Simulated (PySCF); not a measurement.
# C₄H₈O, SMILES `CC1(C)CO1`: electronic structure

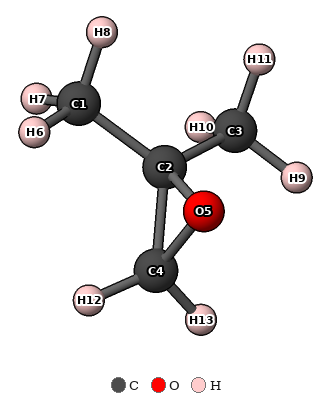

The molecule, with its atoms numbered as below. No frequency check shows the geometry to be a minimum.

Cartesian coordinates (Å):

```
C1       0.9365    1.2747   -0.0513
C2       0.1218    0.0000   -0.0207
C3       0.9364   -1.2748   -0.0513
C4      -1.2370   -0.0000   -0.5737
O5      -1.0092    0.0001    0.8101
H6       0.2870    2.1412    0.0412
H7       1.4881    1.3395   -0.9868
H8       1.6443    1.2844    0.7746
H9       0.2869   -2.1412    0.0413
H10      1.4880   -1.3396   -0.9868
H11      1.6443   -1.2844    0.7747
H12     -1.6557    0.9149   -0.9783
H13     -1.6558   -0.9148   -0.9783
```

## 1. Bonding charge

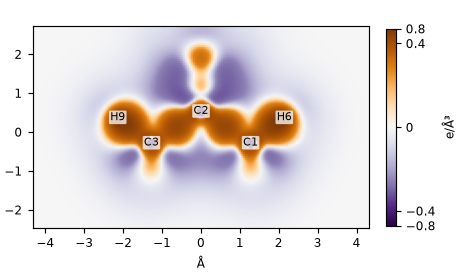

Deformation density (molecule less spherical, spin-averaged free atoms) in the plane of C1, C2, C3, H6 and H9; colour scale in e/Å³, logarithmic beyond ±0.1; orange: gain, purple: loss.

Method: CAM-B3LYP/6-311G**; geometry: GFN2-xTB; program: PySCF.

Question: How much density has each bond in this plane gained at its critical point, relative to the free atoms?

Answer: C1–H6 and C3–H9: +0.71 e/Å³ at the bond critical point (bond length 1.09 Å, Mayer order 1.0). C1–C2 and C2–C3: +0.51 e/Å³ at the bond critical point (bond length 1.51 Å, Mayer order 1.0). In all, 2.9 electrons gather in the regions of gain relative to the promolecule.

Question: Where do the Hirshfeld charges lie?

Answer: The highest Hirshfeld charge is on C2 (+0.08 e), the lowest on O5 (−0.17 e).

```
atom  charge (e)
  C1       −0.13
  C2       +0.08
  C3       −0.13
  C4       −0.03
  O5       −0.17
  H6       +0.05
  H7       +0.04
  H8       +0.04
  H9       +0.05
 H10       +0.04
 H11       +0.04
 H12       +0.05
 H13       +0.05
```

## 2. Local ionisation energy

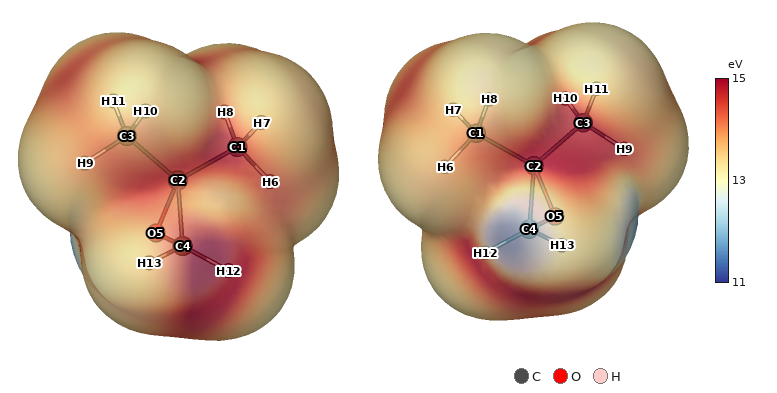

Average local ionisation energy on the surface of electron density 0.001 a.u. (back view left, front view right).

Question: Locate the minima of the map.

Answer: The lowest value is 11.9 eV, 1.8 Å from O5, and at like points elsewhere. Further minima include 13.0 eV, 1.4 Å from H11, and at like points elsewhere. For comparison, the highest occupied orbital lies at −9.0 eV.

## 3. Localised orbitals

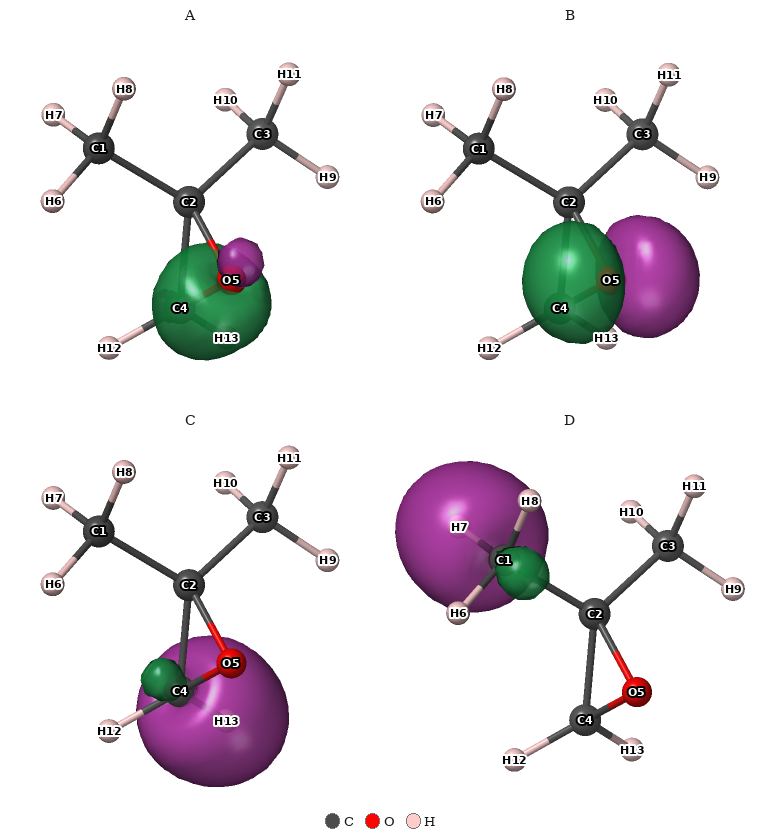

Intrinsic bond orbitals (IBO), occupied; each surface holds about 80 % of the orbital's density. Energies are diagonal elements of the Fock matrix.

Level of theory: B3LYP/def2-SVP (PySCF), at a geometry from GFN2-xTB.

Question: Name the orbitals, with their atomic make-up and energies.

Answer: By panel:
- A: σ bond O5–C4 (O5 62 %, C4 37 %; −18.4 eV)
- B: lone pair on O5 (p-type) (O5 95 %; −8.4 eV)
- C: σ bond C4–H13 (C4 57 %, H13 42 %; −13.8 eV)
- D: σ bond C1–H7 (C1 56 %, H7 43 %; −13.1 eV)

Question: Which has the smallest and which the largest spatial spread?

Answer: Smallest: A (0.77 Å); largest: B (0.87 Å).

Question: How do all the valence pairs divide up?

Answer: 15 pairs: 13 σ bonds and 2 lone pairs.

The PySCF runs shown took 20 s and 13 s on 1 thread of Arm Neoverse V1, with other jobs on the host.
